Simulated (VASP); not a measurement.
# NiO: what each functional gives, and what it costs, part 4 of 6

Wanted: bands and gap of NiO from one functional after another. The start is a cell from a database of measured crystal structures.

VASP 6.6.1, plane waves and PAW; the level of theory is named at each step.

So far. Step 4 (Magnetic order: antiferromagnetic, q = (1/2, 1/2, 0)): The energy lies +7.4 meV an atom from the first pattern. The run ends antiferromagnetic with a largest moment of 1.77 μB, and the mesh shows a gap of 1.51 eV. Step 5 (The orders side by side): The session goes on in the lowest magnetic state found: antiferromagnetic, q = (0, 0, 1/2). The next one lies 64.7 meV an atom higher. The search used PBE + U; the runs below name their own level.

## Step 6: Bands with LDA

This step: LDA, spin-polarised from an antiferromagnetic start; plane waves and PAW (Ni, O) (VASP 6.6.1).

The mesh alone shows little of the dispersion and can miss band extrema, so KPOINTS_OPT adds a path through the symmetry points after the self-consistent cycle. LDA, the lowest rung, knows the local density alone.

Contents of INCAR:

```
SYSTEM = NiO
PREC = Accurate
ENCUT = 520
EDIFF = 1E-06
NELM = 100
ISMEAR = 0
SIGMA = 0.02
LREAL = .FALSE.
ALGO = Normal
GGA = CA
NBANDS = 32
ISPIN = 2
MAGMOM = 1.64 -1.64 0 0
LASPH = .TRUE.
LMAXMIX = 4
LORBIT = 11
LWAVE = .FALSE.
LCHARG = .FALSE.
KPAR = 8
```

Contents of POSCAR:

```
NiO
1.0
    0.0000000000      2.0859016414      2.0859016414
    2.0859016414      0.0000000000      2.0859016414
    4.1718032828      4.1718032828      0.0000000000
Ni O
2 2
Direct
    0.0000000000      0.0000000000      0.0000000000
    0.0000000000      0.0000000000      0.5000000000
    0.5000000000      0.5000000000      0.2500000000
    0.5000000000      0.5000000000      0.7500000000
```

Contents of KPOINTS:

```
Automatic mesh
0
Gamma
6 6 6
0 0 0
```

Contents of KPOINTS_OPT:

```
Line mode
16
Line-mode
Reciprocal
  0.00000000   0.00000000   0.00000000 GAMMA
  0.00000000   0.50000000   0.50000000 L

  0.00000000   0.50000000   0.50000000 L
 -0.37500000   0.31250000   0.12500000 B1

 -0.31250000   0.31250000   0.50000000 B
  0.00000000   0.00000000   0.50000000 Z

  0.00000000   0.00000000   0.50000000 Z
  0.00000000   0.00000000   0.00000000 GAMMA

  0.00000000   0.00000000   0.00000000 GAMMA
 -0.34375000   0.34375000   0.00000000 X

 -0.34375000   0.31250000   0.31250000 Q
 -0.50000000   0.00000000   0.00000000 F

 -0.50000000   0.00000000   0.00000000 F
 -0.46875000   0.00000000   0.18750000 P1

 -0.46875000   0.00000000   0.18750000 P1
  0.00000000   0.00000000   0.50000000 Z

  0.00000000   0.50000000   0.50000000 L
  0.00000000   0.46875000   0.81250000 P
```

PAW data sets: Ni and O (PBE family, release 64).

Started as:

```bash
$ mpirun -np 8 vasp_std
```

Output:

```text
[banner, memory and clock lines left out]
running    8 mpi-ranks, on    1 nodes
 distrk:  each k-point on    1 cores,    8 groups
 distr:  one band on    1 cores,    1 groups

 POSCAR found type information on POSCAR NiO
 POSCAR found :  2 types and       4 ions
 [... a notice as in an earlier step ...]

|                                                                             |
|               ----> ADVICE to this user running VASP <----                  |
|                                                                             |
|     You enforced a specific xc type in the INCAR file but a different       |
|     [... a line on the potential file left out ...]
|     I HOPE YOU KNOW WHAT YOU ARE DOING!                                     |
|                                                                             |

 LDA part: xc-table for (Slater(with rela. corr.)+CA(PZ))
 , standard interpolation
 POSCAR, INCAR and KPOINTS ok, starting setup
 FFT: planning ... GRIDC
 FFT: planning ... GRID_SOFT
 FFT: planning ... GRID
 WAVECAR not read
 entering main loop
       N       E                     dE             d eps       ncg     rms          rms(c)
DAV:   1     0.243983410946E+03    0.24398E+03   -0.13782E+04  4376   0.131E+03
DAV:   2    -0.784394850242E+01   -0.25183E+03   -0.22321E+03  4216   0.311E+02
DAV:   3    -0.310148241729E+02   -0.23171E+02   -0.21419E+02  4744   0.979E+01
DAV:   4    -0.314311454352E+02   -0.41632E+00   -0.41477E+00  4744   0.133E+01
DAV:   5    -0.314409005967E+02   -0.97552E-02   -0.97535E-02  5248   0.199E+00    0.201E+01
DAV:   6    -0.292788151401E+02    0.21621E+01   -0.13081E+01  5552   0.710E+01    0.232E+01
DAV:   7    -0.270347440770E+02    0.22441E+01   -0.37676E+00  4864   0.561E+01    0.832E+00
DAV:   8    -0.269862623514E+02    0.48482E-01   -0.61209E-01  4984   0.651E+00    0.467E+00
DAV:   9    -0.269632255834E+02    0.23037E-01   -0.29856E-02  6928   0.260E+00    0.965E-01
DAV:  10    -0.269632430356E+02   -0.17452E-04   -0.10566E-02  5344   0.170E+00    0.326E-01
DAV:  11    -0.269628913459E+02    0.35169E-03   -0.13824E-03  6512   0.722E-01    0.725E-02
DAV:  12    -0.269629498610E+02   -0.58515E-04   -0.46232E-04  5800   0.165E-01    0.444E-02
DAV:  13    -0.269629468924E+02    0.29686E-05   -0.18844E-05  5000   0.371E-02    0.275E-02
DAV:  14    -0.269629460391E+02    0.85328E-06   -0.21364E-06  4816   0.240E-02
   1 F= -.26962946E+02 E0= -.26962946E+02  d E =-.113584E-23  mag=     0.0000
 Start KPOINTS_OPT (optional k-point list driver)
k-point batch [1-32\144]
       N       E                     dE             ncg
DAV:   1     0.108513316156E+05   -0.22321E+05     4416
DAV:   2     0.318429645625E+04   -0.76670E+04     4288
DAV:   3     0.248279358870E+04   -0.70150E+03     4624
DAV:   4     0.247031495283E+04   -0.12479E+02     4976
DAV:   5     0.247000400761E+04   -0.31095E+00     5240
DAV:   6     0.246998972125E+04   -0.14286E-01     5872
DAV:   7     0.246998955117E+04   -0.17007E-03     5240
DAV:   8     0.246998954924E+04   -0.19386E-05     3416
DAV:   9     0.246998954904E+04   -0.19561E-06     3352
[...]
k-point batch [129-144\144]
       N       E                     dE             ncg
DAV:   1     0.185318180580E+05   -0.15906E+05     2168
DAV:   2     0.146100293975E+05   -0.39218E+04     2136
DAV:   3     0.142376612384E+05   -0.37237E+03     2264
DAV:   4     0.142307267626E+05   -0.69345E+01     2520
DAV:   5     0.142305537564E+05   -0.17301E+00     2648
DAV:   6     0.142305470272E+05   -0.67292E-02     2952
DAV:   7     0.142305469676E+05   -0.59573E-04     2592
DAV:   8     0.142305469659E+05   -0.17214E-05     1752
DAV:   9     0.142305469658E+05   -0.48964E-07     1648
```

Run time: 30 s. Hardware: 8 MPI ranks of Intel Xeon Platinum 8259CL at 2.50GHz (Skylake/Cascade Lake), shared host; peak memory 2 GiB; 3.9 min of CPU time.

Parts of OUTCAR (step 6):

```text
   k-points           NKPTS =     32   k-points in BZ     NKDIM =     32   number of bands    NBANDS=     32

   NELECT =      32.0000    total number of electrons

 E-fermi :   7.3079

 spin component 1
 k-point     1 :       0.0000    0.0000    0.0000
  band No.  band energies     occupation
    ...
     12       5.5774      1.00000
     13       5.5774      1.00000
     14       6.5157      1.00000
     15       6.5157      1.00000
     16       6.8368      1.00000
     17       8.8401      0.00000
     18       8.8401      0.00000
     19       9.2199      0.00000
     20      13.1031      0.00000
     21      17.5511      0.00000
    ...

 k-point     2 :       0.1667    0.0000    0.0000
  band No.  band energies     occupation
    ...
     12       6.2942      1.00000
     13       6.3183      1.00000
     14       6.6147      1.00000
     15       6.8737      1.00000
     16       6.8900      1.00000
     17       8.2486      0.00000
     18       8.3244      0.00000
     19      10.7643      0.00000
     20      14.4881      0.00000
     21      17.2432      0.00000
    ...

  Total       -3.8334048     -3.8334048     -3.8334048     -0.0838684      0.0838684      0.0838684
  in kB     -169.1818595   -169.1818595   -169.1818595     -3.7014103      3.7014103      3.7014103
  external PRESSURE =    -169.1818595 kB  Pullay stress =       0.0000000 kB

 POSITION                                       TOTAL-FORCE (eV/Angst)
 -----------------------------------------------------------------------------------
      0.00000      0.00000      0.00000        -0.000000     -0.000000      0.000000
      2.08590      2.08590      0.00000        -0.000000     -0.000000      0.000000
      2.08590      2.08590      2.08590         0.000000      0.000000     -0.000000
      4.17180      4.17180      2.08590        -0.000000     -0.000000     -0.000000
 -----------------------------------------------------------------------------------
    total drift:                                0.000000     -0.000000     -0.000000

  FREE ENERGIE OF THE ION-ELECTRON SYSTEM (eV)
  ---------------------------------------------------
  free  energy   TOTEN  =       -26.9629460391 eV

  energy  without entropy=      -26.9629460391  energy(sigma->0) =      -26.96294604

 magnetization (x)
# of ion       s       p       d       tot
------------------------------------------
    1       -0.010  -0.012   1.155   1.133
    2        0.010   0.012  -1.155  -1.133
    3        0.000   0.000   0.000   0.000
    4        0.000   0.000   0.000   0.000
--------------------------------------------------
tot          0.000   0.000   0.000   0.000

[... 6 parts as in an earlier step ...]

[... 10 further parts left out ...]
```

The magnetic order is the lowest of the few collinear ones that converged above; longer or canted patterns were not tried. The cell is doubled for it, so bands and modes from the zone boundary of the chemical cell fold onto Γ and the labels are those of the larger cell. The PAW data sets were made with PBE, though LDA sets exist; this is a small mismatch. At this level the cell is under a tension of 16.9 GPa, so at these settings it is away from equilibrium.

This step gave:

- SCF cycles: 14
- bands: 32
- irreducible k-points: 32
- symmetry operations: 12
- free energy (TOTEN): -26.96 eV
- Fermi energy: 7.308 eV
- pressure: -16.92 GPa
- least gap on mesh and path: 0.4580 eV
- least direct gap on mesh and path: 0.7152 eV
- valence top at k: -0.1667, 0, 0.1667
- conduction bottom at k: -0.1667, -0.1667, 0.1667
- least direct gap at k: 0.3333, 0.3333, 0.1667

Both spin channels agree. Electronic bands along the path, in eV, zero at the valence-band top; v1 is the highest filled band, c1 the lowest empty one:

```csv
point,v4,v3,v2,v1,c1,c2,c3,c4
Γ,-1.59,-0.66,-0.66,-0.33,1.67,1.67,2.05,5.93
L,-0.35,-0.28,-0.25,-0.12,0.93,0.96,7.83,7.93
B1,-0.49,-0.41,-0.24,-0.14,0.99,1.07,8.78,8.90
jump to B,-0.49,-0.41,-0.24,-0.14,0.99,1.07,8.78,8.90
Z,-0.84,-0.69,-0.08,-0.08,0.97,0.97,4.66,4.76
Γ,-1.59,-0.66,-0.66,-0.33,1.67,1.67,2.05,5.93
X,-0.51,-0.44,-0.26,-0.15,1.03,1.07,8.89,9.10
jump to Q,-0.51,-0.44,-0.26,-0.15,1.03,1.07,8.89,9.10
F,-0.77,-0.49,-0.26,-0.13,1.69,1.74,5.94,6.58
P1,-0.76,-0.48,-0.26,-0.13,1.44,1.59,6.48,6.80
Z,-0.84,-0.69,-0.08,-0.08,0.97,0.97,4.66,4.76
jump to L,-0.35,-0.28,-0.25,-0.12,0.93,0.96,7.83,7.93
P,-0.76,-0.48,-0.26,-0.13,1.44,1.59,6.48,6.80
```

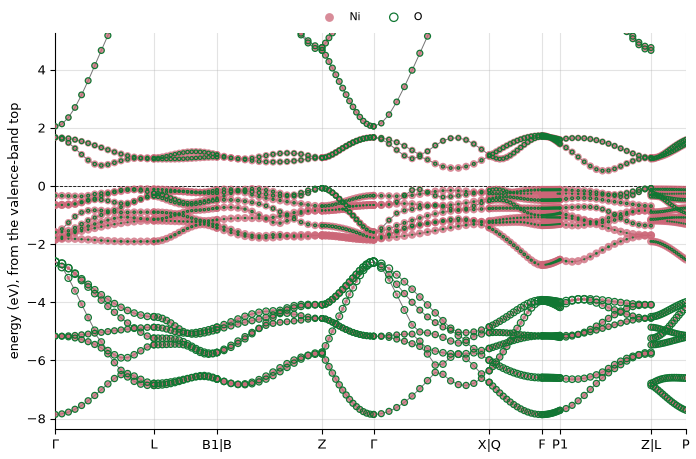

Electronic bands along the path; dots are coloured as in the legend, and their area grows with the weight.

Spin moment in the PAW sphere by atom:

```csv
atom,spin moment in the PAW sphere (μB)
Ni1,1.13
Ni2,-1.13
O3,0.00
O4,0.00
```

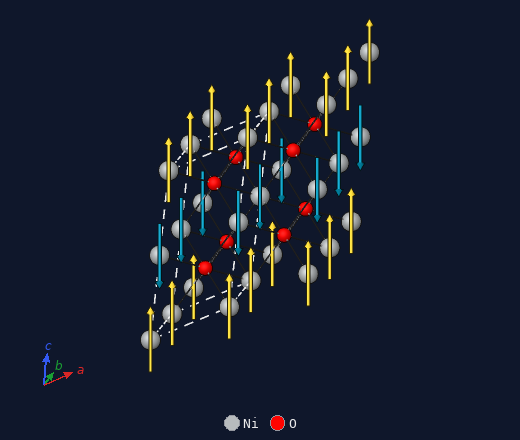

Spin moment in the PAW sphere as arrows, the longest 1.13 μB. Up and down stand for the sign. Arrows give size and sign along the axis of quantisation, drawn up and down the page. The two directions have two colours. Bonds to atoms that aren't drawn are left out. 2×2×1 cells are drawn. Some periodic images of atoms are drawn too.

The gap is 0.46 eV, indirect.

## Step 7: Bands with PBEsol

This step: PBEsol, spin-polarised from an antiferromagnetic start; plane waves and PAW (Ni, O) (VASP 6.6.1).

PBEsol restores the gradient expansion of exchange and is tuned for the cells of solids.

INCAR: that of step 6 with these lines changed.

```diff
@@ -9,3 +9,3 @@
 ALGO = Normal
-GGA = CA
+GGA = PS
 NBANDS = 32
```

POSCAR is that of step 6.

KPOINTS is that of step 6.

KPOINTS_OPT is that of step 6.

Started as:

```bash
$ mpirun -np 8 vasp_std
```

Output:

```text
[banner, memory and clock lines left out]
running    8 mpi-ranks, on    1 nodes
 distrk:  each k-point on    1 cores,    8 groups
 distr:  one band on    1 cores,    1 groups

 POSCAR found type information on POSCAR NiO
 POSCAR found :  2 types and       4 ions
 [... a notice as in an earlier step ...]

 [... a notice as in an earlier step ...]

 LDA part: xc-table for (Slater+PW92), standard interpolation
 POSCAR, INCAR and KPOINTS ok, starting setup
 FFT: planning ... GRIDC
 FFT: planning ... GRID_SOFT
 FFT: planning ... GRID
 WAVECAR not read
 entering main loop
       N       E                     dE             d eps       ncg     rms          rms(c)
DAV:   1     0.246389965007E+03    0.24639E+03   -0.13791E+04  4376   0.132E+03
DAV:   2    -0.596922380949E+01   -0.25236E+03   -0.22364E+03  4216   0.312E+02
DAV:   3    -0.290399921530E+02   -0.23071E+02   -0.21347E+02  4728   0.977E+01
DAV:   4    -0.294512533979E+02   -0.41126E+00   -0.40979E+00  4760   0.132E+01
DAV:   5    -0.294608431169E+02   -0.95897E-02   -0.95881E-02  5264   0.198E+00    0.202E+01
DAV:   6    -0.270948411766E+02    0.23660E+01   -0.12819E+01  5584   0.705E+01    0.227E+01
DAV:   7    -0.253011579663E+02    0.17937E+01   -0.34013E+00  5096   0.532E+01    0.898E+00
DAV:   8    -0.252987916766E+02    0.23663E-02   -0.57806E-01  5040   0.622E+00    0.537E+00
DAV:   9    -0.252702114270E+02    0.28580E-01   -0.24887E-02  6856   0.337E+00    0.107E+00
DAV:  10    -0.252757523185E+02   -0.55409E-02   -0.15956E-02  5616   0.177E+00    0.403E-01
DAV:  11    -0.252751513900E+02    0.60093E-03   -0.16804E-03  6344   0.112E+00    0.800E-02
DAV:  12    -0.252752649581E+02   -0.11357E-03   -0.86498E-04  4712   0.177E-01    0.527E-02
DAV:  13    -0.252752633195E+02    0.16386E-05   -0.25497E-05  5656   0.413E-02    0.241E-02
DAV:  14    -0.252752654110E+02   -0.20915E-05   -0.55827E-06  4712   0.182E-02    0.861E-03
DAV:  15    -0.252752651937E+02    0.21731E-06   -0.79522E-07  2888   0.143E-02
   1 F= -.25275265E+02 E0= -.25275265E+02  d E =-.255403E-33  mag=     0.0000
 Start KPOINTS_OPT (optional k-point list driver)
k-point batch [1-32\144]
       N       E                     dE             ncg
DAV:   1     0.110714702798E+05   -0.22101E+05     4416
DAV:   2     0.338976271036E+04   -0.76817E+04     4280
DAV:   3     0.268675029475E+04   -0.70301E+03     4600
DAV:   4     0.267433306057E+04   -0.12417E+02     4952
DAV:   5     0.267402359834E+04   -0.30946E+00     5280
DAV:   6     0.267400942969E+04   -0.14169E-01     5800
DAV:   7     0.267400921756E+04   -0.21212E-03     5320
DAV:   8     0.267400921639E+04   -0.11767E-05     3384
DAV:   9     0.267400921629E+04   -0.94718E-07     3328
[...]
k-point batch [129-144\144]
       N       E                     dE             ncg
DAV:   1     0.186436403941E+05   -0.15794E+05     2168
DAV:   2     0.147132898857E+05   -0.39304E+04     2128
DAV:   3     0.143389758898E+05   -0.37431E+03     2280
DAV:   4     0.143320515144E+05   -0.69244E+01     2520
DAV:   5     0.143318777124E+05   -0.17380E+00     2632
DAV:   6     0.143318709189E+05   -0.67934E-02     2936
DAV:   7     0.143318708426E+05   -0.76310E-04     2624
DAV:   8     0.143318708403E+05   -0.23269E-05     1776
DAV:   9     0.143318708402E+05   -0.13780E-06     1664
```

It took 35 s on 8 MPI ranks; peak memory 2.2 GiB; 4.5 min of CPU time.

From OUTCAR (step 7):

```text
   NELECT =      32.0000    total number of electrons

 E-fermi :   7.4893

 spin component 1
 k-point     1 :       0.0000    0.0000    0.0000
  band No.  band energies     occupation
    ...
     12       5.7574      1.00000
     13       5.7575      1.00000
     14       6.7292      1.00000
     15       6.7292      1.00000
     16       7.0237      1.00000
     17       9.2414      0.00000
     18       9.2415      0.00000
     19       9.4045      0.00000
     20      13.3119      0.00000
     21      17.9176      0.00000
    ...

 k-point     2 :       0.1667    0.0000    0.0000
  band No.  band energies     occupation
    ...
     12       6.4348      1.00000
     13       6.4795      1.00000
     14       6.7847      1.00000
     15       7.0660      1.00000
     16       7.1088      1.00000
     17       8.7053      0.00000
     18       8.7850      0.00000
     19      10.9955      0.00000
     20      14.7372      0.00000
     21      17.5934      0.00000
    ...

  Total       -1.7899963     -1.7899963     -1.7899963     -0.0736871      0.0736871      0.0736871
  in kB      -78.9989348    -78.9989348    -78.9989348     -3.2520767      3.2520767      3.2520767
  external PRESSURE =     -78.9989348 kB  Pullay stress =       0.0000000 kB

 POSITION                                       TOTAL-FORCE (eV/Angst)
 -----------------------------------------------------------------------------------
      0.00000      0.00000      0.00000         0.000000      0.000000     -0.000000
      2.08590      2.08590      0.00000        -0.000000     -0.000000     -0.000000
      2.08590      2.08590      2.08590         0.000000      0.000000      0.000000
      4.17180      4.17180      2.08590        -0.000000     -0.000000     -0.000000
 -----------------------------------------------------------------------------------
    total drift:                                0.000000     -0.000000     -0.000000

  FREE ENERGIE OF THE ION-ELECTRON SYSTEM (eV)
  ---------------------------------------------------
  free  energy   TOTEN  =       -25.2752651937 eV

  energy  without entropy=      -25.2752651937  energy(sigma->0) =      -25.27526519

 magnetization (x)
# of ion       s       p       d       tot
------------------------------------------
    1       -0.010  -0.014   1.307   1.283
    2        0.010   0.014  -1.307  -1.283
    3        0.000   0.000   0.000   0.000
    4        0.000   0.000   0.000   0.000
--------------------------------------------------
tot          0.000  -0.000   0.000  -0.000

[... 8 parts as in an earlier step ...]

[... 9 further parts left out ...]
```

The PAW data sets were made with PBE, which is usual practice but a small mismatch for other functionals. At this level the cell is under a tension of 7.9 GPa, so at these settings it is away from equilibrium.

Numbers from this step:

- SCF cycles: 15
- free energy (TOTEN): -25.28 eV
- Fermi energy: 7.489 eV
- pressure: -7.900 GPa
- least gap on mesh and path: 0.7967 eV
- least direct gap on mesh and path: 1.027 eV

Both spin channels agree. Electronic bands along the path, in eV, zero at the valence-band top; v1 is the highest filled band, c1 the lowest empty one:

```
    point     v4     v3     v2     v1    c1    c2    c3    c4
        Γ  -1.57  -0.59  -0.59  -0.30  1.92  1.92  2.08  5.99
        L  -0.47  -0.31  -0.24  -0.08  1.30  1.33  7.96  8.10
       B1  -0.54  -0.39  -0.23  -0.13  1.35  1.43  8.92  9.05
jump to B  -0.54  -0.39  -0.23  -0.13  1.35  1.43  8.92  9.05
        Z  -0.79  -0.65  -0.10  -0.10  1.33  1.33  4.74  4.86
        Γ  -1.57  -0.59  -0.59  -0.30  1.92  1.92  2.08  5.99
        X  -0.56  -0.41  -0.23  -0.14  1.38  1.43  9.06  9.20
jump to Q  -0.56  -0.41  -0.23  -0.14  1.38  1.43  9.06  9.20
        F  -0.80  -0.43  -0.22  -0.10  1.96  2.03  5.99  6.74
       P1  -0.79  -0.44  -0.23  -0.09  1.75  1.87  6.55  6.96
        Z  -0.79  -0.65  -0.10  -0.10  1.33  1.33  4.74  4.86
jump to L  -0.47  -0.31  -0.24  -0.08  1.30  1.33  7.96  8.10
        P  -0.79  -0.44  -0.23  -0.09  1.75  1.87  6.55  6.96
```

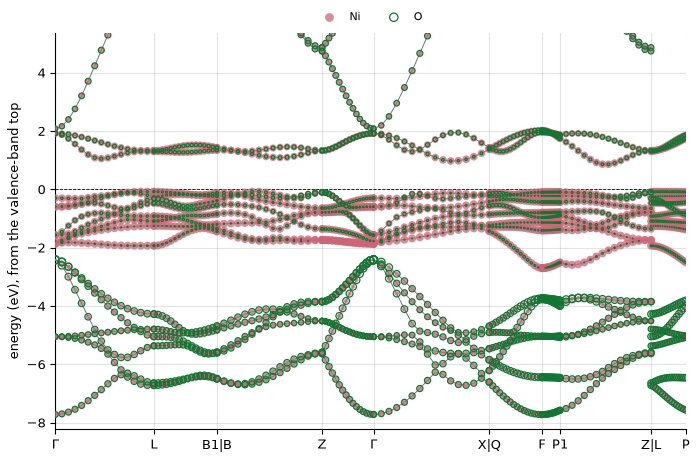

Electronic bands along the path; dots are coloured as in the legend, and their area grows with the weight.

Spin moment in the PAW sphere by atom:

```csv
atom,spin moment in the PAW sphere (μB)
Ni1,1.28
Ni2,-1.28
O3,0.00
O4,0.00
```

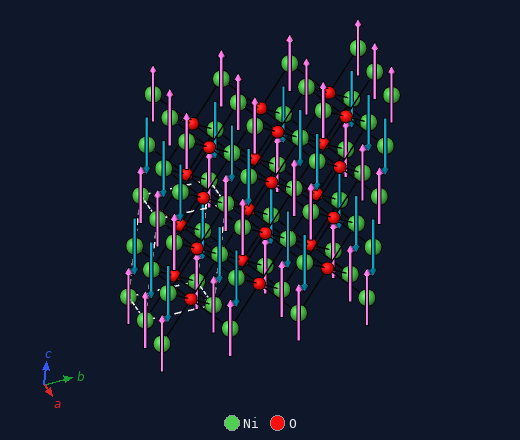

Spin moment in the PAW sphere as arrows, the longest 1.28 μB. Up and down stand for the sign. Arrows give size and sign along the axis of quantisation, drawn up and down the page. The two directions have two colours. Bonds to atoms that aren't drawn are left out. 2×3×2 cells are drawn. Some periodic images of atoms are drawn too.

The gap is 0.80 eV, indirect. Against LDA that is +0.34 eV; the cost is about the same.

[end of part 4 of 6]

[Lines on the potential files, build, host, timing and source positions are cut from VASP's logs without a mark.]

[Logs are printed without paths, hosts, clocks, repeated set-up lines and the standing remarks that a program may print on its own settings, such as how far it seeks lower states.]

[Hosts, paths, dates, database ids (printed as entryN), source tags and the programs' standing remarks are cut or masked in the printed files.]

[A measured line is paired with the nearest computed mode of its activity, which favours agreement.]
